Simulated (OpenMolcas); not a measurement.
**One shape, several levels: singlet C2H7Si+**

We compute a comparison of 6 runs (HF/STO-3G, BLYP/6-311+G**, M06-2X/6-311+G**, PBE0/6-311+G**, TPSS/6-311+G**, MP2/6-311+G**) of singlet C2H7Si+. 

The calculation is run with OpenMolcas 26.06.

1 further run of the same task is left out (set aside as unsound or not needed).

### 1 The structure to begin with

The species is C2H7Si+ (10 atoms), meant as a singlet with charge +1. SMILES of the parent species: `C[SiH]C`. The coordinates come from a PBE0-D4/def2-TZVP relaxation. That shape belongs to the parent species and isn't relaxed for this state.

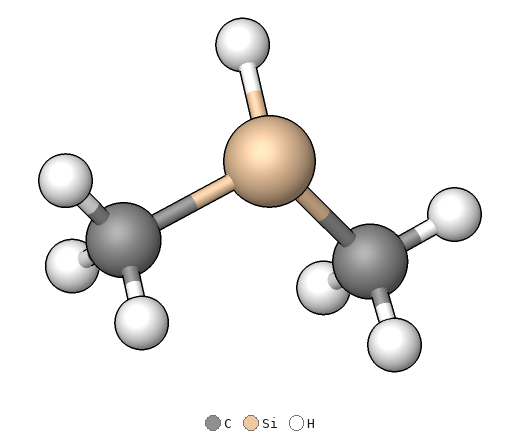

The structure, seen from a chosen angle (carbon grey, silicon light orange, hydrogen white).

### 2 The energy at HF/STO-3G (run 1)

The input, job.inp:

```
&GATEWAY
BasLib=$CurrDir
Coord
10
angstrom
C       -1.065300       0.729000      -0.876200
Si       0.579500       0.676400       0.026300
C        0.745000      -0.863300       1.086800
H       -1.173700      -0.143700      -1.529000
H       -1.145400       1.625300      -1.494500
H       -1.899100       0.727900      -0.170400
H        1.707100       0.752000      -0.952200
H       -0.043500      -0.905000       1.841800
H        1.708100      -0.884600       1.600600
H        0.670300      -1.765000       0.469600
Basis=STO-3G
Group=NoSym
&SEWARD
&SCF
Charge=1
Thresholds=1e-10 1e-07 1e-07 1e-05
PrOrbitals=1
```

The basis set STO-3G is read from a file made from the Basis Set Exchange's data (not shown).

On the command line:

```sh
$ export MOLCAS_MEM=1860
$ pymolcas job.inp > job.log
```

Output:

```text
--- Start Module: gateway ---
[...]
--- Stop Module: gateway /rc=_RC_ALL_IS_WELL_ ---
--- Start Module: seward ---
[...]
      Basis functions           26
--- Stop Module: seward /rc=_RC_ALL_IS_WELL_ ---
--- Start Module: scf ---
[...]
       Convergence after  13 Iterations
[...]
::    Total SCF energy                               -364.2730883849
[...]
      Total spin, S                                     0.0000000000
[...]
      Total electronic charge=   32.000000
      Total            charge=    1.000000
[...]
      Dipole Moment (debye):
      Origin of the operator (angstrom)=    0.2065    0.2831    0.0513
                   X=  1.0425E+00               Y=  1.7907E+00               Z=  4.9104E-01           Total=  2.1294E+00
      Center of Charge (angstrom)
[...]
--- Stop Module: scf /rc=_RC_ALL_IS_WELL_ ---
[...]
```

It took 1.4 s on 1 thread of Arm Neoverse V2, shared host; peak memory 0.37 GiB.

### 3 The energy at BLYP/6-311+G(d,p) (run 2)

The input, run.input:

```
&GATEWAY
 BasLib=$CurrDir
 Coord
 10
 angstrom
 C       -1.065300       0.729000      -0.876200
 Si       0.579500       0.676400       0.026300
 C        0.745000      -0.863300       1.086800
 H       -1.173700      -0.143700      -1.529000
 H       -1.145400       1.625300      -1.494500
 H       -1.899100       0.727900      -0.170400
 H        1.707100       0.752000      -0.952200
 H       -0.043500      -0.905000       1.841800
 H        1.708100      -0.884600       1.600600
 H        0.670300      -1.765000       0.469600
 Basis=6-311pGss
 Group=NoSym

&SEWARD
 GridInput
 Grid=UltraFine
 End of Grid

&SCF
 Charge=1
 KSDFT=BLYP
 Thresholds=1e-10 1e-07 1e-07 1e-05
 PrOrbitals=1 1
```

The basis set 6-311+G** is read from a file made from the Basis Set Exchange's data (not shown).

On the command line:

```sh
$ export MOLCAS_MEM=1860
$ pymolcas run.input > run.log
```

Output:

```text
--- Start Module: gateway ---
[...]
--- Stop Module: gateway /rc=_RC_ALL_IS_WELL_ ---
--- Start Module: seward ---
[...]
      Basis functions          116
--- Stop Module: seward /rc=_RC_ALL_IS_WELL_ ---
[...]
--- Start Module: scf ---
[...]
       Convergence after  17 Iterations
[...]
::    Total KS-DFT energy                            -369.5770800626
[...]
      Total spin, S                                     0.0000000000
[...]
      Total electronic charge=   32.000000
      Total            charge=    1.000000
[...]
      Dipole Moment (debye):
      Origin of the operator (angstrom)=    0.2065    0.2831    0.0513
                   X=  3.6209E-01               Y=  8.8083E-01               Z=  3.8049E-01           Total=  1.0255E+00
      Center of Charge (angstrom)
[...]
--- Stop Module: scf /rc=_RC_ALL_IS_WELL_ ---
[...]
```

It took 55 s on 1 thread of Arm Neoverse V2, shared host; peak memory 0.71 GiB.

Runs 3 to 4 aren't shown in full; the table further down has their settings and results.

### 4 The energy at TPSS/6-311+G(d,p) (run 5)

The input, job.input:

```
&GATEWAY
  BasLib
  $CurrDir
  BasisSet
  C.6-311pGss....
  C1 -1.065300 0.729000 -0.876200 angstrom
  C3 0.745000 -0.863300 1.086800 angstrom
  End of Basis
  BasisSet
  Si.6-311pGss....
  Si2 0.579500 0.676400 0.026300 angstrom
  End of Basis
  BasisSet
  H.6-311pGss....
  H4 -1.173700 -0.143700 -1.529000 angstrom
  H5 -1.145400 1.625300 -1.494500 angstrom
  H6 -1.899100 0.727900 -0.170400 angstrom
  H7 1.707100 0.752000 -0.952200 angstrom
  H8 -0.043500 -0.905000 1.841800 angstrom
  H9 1.708100 -0.884600 1.600600 angstrom
  H10 0.670300 -1.765000 0.469600 angstrom
  End of Basis

&SEWARD
  GridInput
  Grid=UltraFine
  End of Grid

&SCF
  Charge
  1
  KSDFT
  2
  1.0 MGGA_X_TPSS
  1.0 MGGA_C_TPSS
  Thresholds
  1e-10 1e-07 1e-07 1e-05
  PrOrbitals
  1 1
```

The basis set 6-311+G** is read from a file made from the Basis Set Exchange's data (not shown).

On the command line:

```sh
$ export MOLCAS_MEM=1860
$ pymolcas job.input > job.log
```

Output:

```text
--- Start Module: gateway ---
[...]
--- Stop Module: gateway /rc=_RC_ALL_IS_WELL_ ---
--- Start Module: seward ---
[...]
      Basis functions          116
--- Stop Module: seward /rc=_RC_ALL_IS_WELL_ ---
[...]
--- Start Module: scf ---
[...]
       Convergence after  17 Iterations
[...]
::    Total KS-DFT energy                            -369.6683306574
[...]
      Total spin, S                                     0.0000000000
[...]
      Total electronic charge=   32.000000
      Total            charge=    1.000000
[...]
      Dipole Moment (debye):
      Origin of the operator (angstrom)=    0.2065    0.2831    0.0513
                   X=  3.7343E-01               Y=  9.1370E-01               Z=  3.9670E-01           Total=  1.0638E+00
      Center of Charge (angstrom)
[...]
--- Stop Module: scf /rc=_RC_ALL_IS_WELL_ ---
[...]
```

Run time: 86 s. Hardware: 1 thread of Arm Neoverse V2, shared host; peak memory 0.71 GiB.

### 5 The energy at MP2/6-311+G(d,p) (run 6)

The input, calc.inp:

```
&gateway
 baslib
 $CurrDir
 coord
 10
 angstrom
 C       -1.065300       0.729000      -0.876200
 Si       0.579500       0.676400       0.026300
 C        0.745000      -0.863300       1.086800
 H       -1.173700      -0.143700      -1.529000
 H       -1.145400       1.625300      -1.494500
 H       -1.899100       0.727900      -0.170400
 H        1.707100       0.752000      -0.952200
 H       -0.043500      -0.905000       1.841800
 H        1.708100      -0.884600       1.600600
 H        0.670300      -1.765000       0.469600
 basis
 6-311pGss
 group
 NoSym

&seward

&scf
 charge
 1
 thresholds
 1e-10 1e-07 1e-07 1e-05
 prorbitals
 1 2

&mbpt2
 frozen
 7
```

The basis set 6-311+G** is read from a file made from the Basis Set Exchange's data (not shown).

On the command line:

```sh
$ export MOLCAS_MEM=1860
$ pymolcas calc.inp > calc.log
```

Output:

```text
--- Start Module: gateway ---
[...]
--- Stop Module: gateway /rc=_RC_ALL_IS_WELL_ ---
[...]
      Basis functions          116
[...]
--- Start Module: scf ---
[...]
       Convergence after  17 Iterations
[...]
::    Total SCF energy                               -368.4734814071
[...]
      Total spin, S                                     0.0000000000
[...]
      Total electronic charge=   32.000000
      Total            charge=    1.000000
[...]
      Dipole Moment (debye):
      Origin of the operator (angstrom)=    0.2065    0.2831    0.0513
                   X=  6.2302E-01               Y=  1.4516E+00               Z=  6.0284E-01           Total=  1.6908E+00
      Center of Charge (angstrom)
[...]
--- Stop Module: scf /rc=_RC_ALL_IS_WELL_ ---
[...]
--- Start Module: mbpt2 ---
[...]
WARNING!
Default frozen orbitals as non valence orbitals is overwritten by user input.
Default values:   4
[...]
       Reference weight ( Cref**2 )         =        0.87464
::    Total MBPT2 energy                             -368.8666998991
[...]
      Total MBPT2 calculations                           0.55      0.59
--- Stop Module: mbpt2 /rc=_RC_ALL_IS_WELL_ ---
[...]
```

Wall time 15 s (1 thread of Arm Neoverse V2, shared host); peak memory 0.71 GiB.

### 6 The series

| run | level | integration grid | frozen core orbitals | energy (Eh) | HOMO energy (eV) | LUMO energy (eV) | HOMO–LUMO gap (eV) | wall time |
| --- | --- | --- | --- | --- | --- | --- | --- | --- |
| 1 | HF/STO-3G | – | – | -364.273088 | -17.11 | -4.15 | 12.96 | 1.4 s |
| 2 | BLYP/6-311+G** | UltraFine | – | -369.577080 | -13.55 | -10.51 | 3.04 | 55 s |
| 3 | M06-2X/6-311+G** | UltraFine | – | -369.555253 | -16.10 | -8.90 | 7.20 | 74 s |
| 4 | PBE0/6-311+G** | UltraFine | – | -369.399891 | -14.97 | -9.73 | 5.24 | 55 s |
| 5 | TPSS/6-311+G** | UltraFine | – | -369.668331 | -13.79 | -10.50 | 3.29 | 86 s |
| 6 | MP2/6-311+G** | – | 7 | -368.866700 | -17.98 | -6.40 | 11.58 | 15 s |

### 7 What came out

| quantity | value |
| --- | --- |
| run 6: total energy | -368.86670 Eh |
| run 6: HOMO energy (Hartree–Fock orbitals) | -17.98 eV |
| run 6: LUMO energy (Hartree–Fock orbitals) | -6.40 eV |
| run 6: HOMO–LUMO gap (Hartree–Fock orbitals) | 11.58 eV |
| run 6: correlation energy (7 core orbitals frozen) | -393.2 mEh |

In words: Over runs 1, 2, 3, 4, 5 the HOMO–LUMO gap runs from 3.04 eV (BLYP/6-311+G**) to 12.96 eV (HF/STO-3G). The two ends differ in method and basis. Totals of different functionals can't be ranked against each other. In run 1 the basis is minimal, so the values are rough. All runs together took 4.8 min, the longest 86 s.
